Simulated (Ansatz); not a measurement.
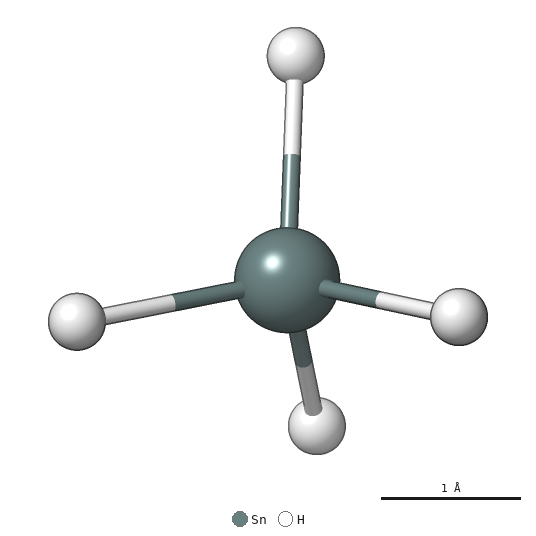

Rendered structure (ball-and-stick style). Every bond is drawn as one stick, whatever its order.

**Which formula does it have?**

SnH4, 5 atoms: 1 tin and 4 hydrogen.

**How many atoms are distinct by symmetry?**

2: 1 Sn, 4 H.

**Count the bonded pairs by element.**

4 Sn–H. Sticks follow a distance rule.

More results for the same structure follow; atom numbers are the same in all pictures, views and colours differ. The computed structure is the end point of a PBE0-D4/def2-TZVP optimisation.

## Shape

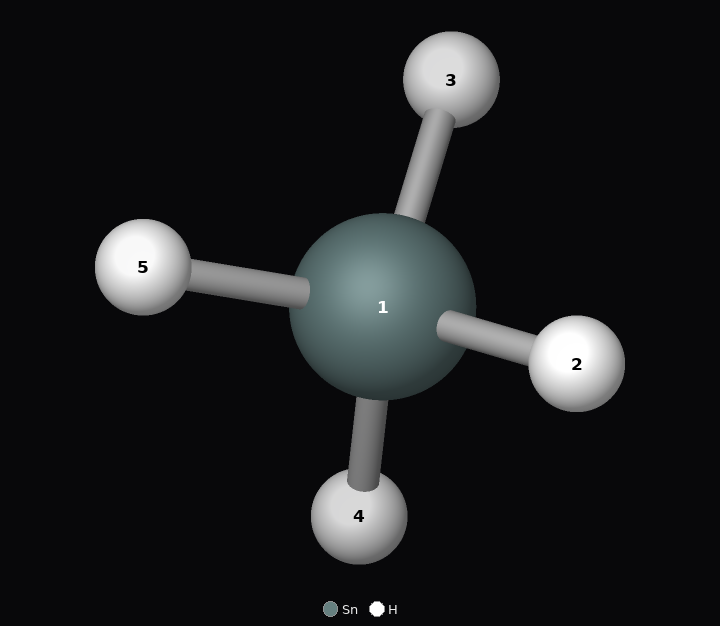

Atoms carry their numbers in the input.

Which atoms are bonded, and how long are the bonds?

| bond | length (Å) |
| --- | --- |
| Sn1–H2 | 1.704 |
| Sn1–H3 | 1.704 |
| Sn1–H4 | 1.704 |
| Sn1–H5 | 1.704 |

## Electronic properties

Properties computed with RKS PBE0-D4/def2-TZVPP, core potentials on Sn (Ansatz 0.2.0).

**Estimate the HOMO–LUMO gap.**

9.85 eV.

**Give the HOMO energy (Kohn–Sham orbital) at this level.**

−9.16 eV.

## Charges

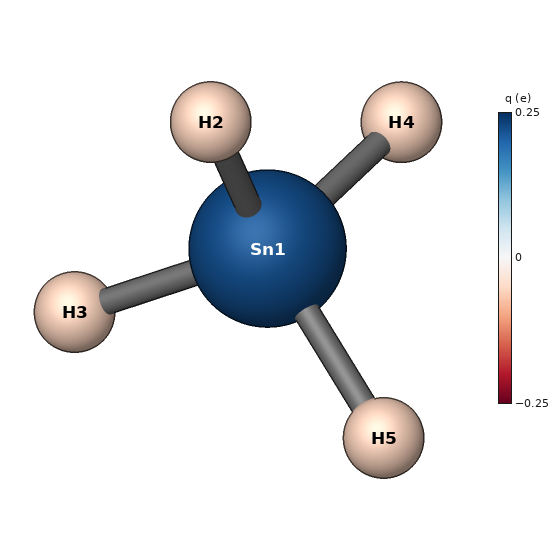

Atoms are coloured by their Mulliken charges. Method: RKS PBE0-D4/def2-TZVP, core potentials on Sn (Ansatz 0.2.0).

List the Mulliken charges.

| atom | value (e) |
| --- | --- |
| Sn1 | 0.22 |
| H2 | −0.06 |
| H3 | −0.06 |
| H4 | −0.06 |
| H5 | −0.06 |

## Thermal motion

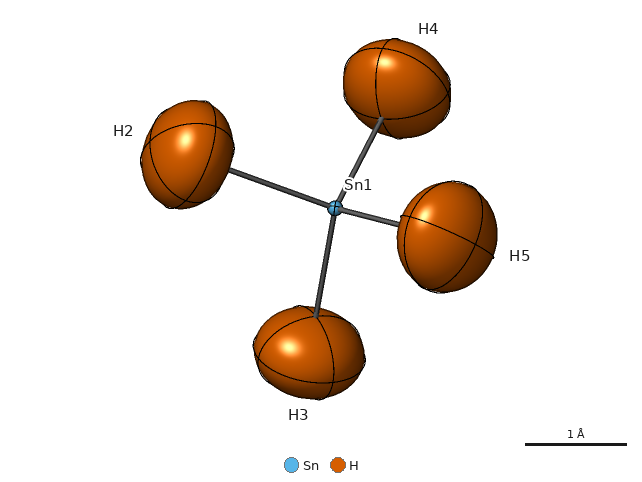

Displacement ellipsoids at the 50 % level, enlarged 3 times, from the internal vibrations of the free molecule (harmonic, no overall translation or rotation; no half-axis is drawn under 0.075 Å). Vibrations computed with RKS PBE0-D4/def2-TZVP, core potentials on Sn (Ansatz 0.2.0). Temperature: 200 K.

**Which atom has the largest mean-square displacement?**

H2, H3, H4, H5, with U_eq = 0.0126 Å².

**Does H5 move more along its bond or across it?**

Across it: the root-mean-square amplitude is 0.092 Å along the bond and up to 0.121 Å across, since bending and torsion are softer than stretching.

Give the displacement parameters, one line for each set of equivalent atoms.

| atom | U_eq (Å²) | rms amplitudes (Å) |
| --- | --- | --- |
| Sn1 | < 0.00001 | 0.002, 0.002, 0.002 |
| H2, H3, H4, H5 | 0.0126 | 0.092, 0.121, 0.121 |

Mulliken values depend strongly on the basis set and can even reverse the polarity of a bond.
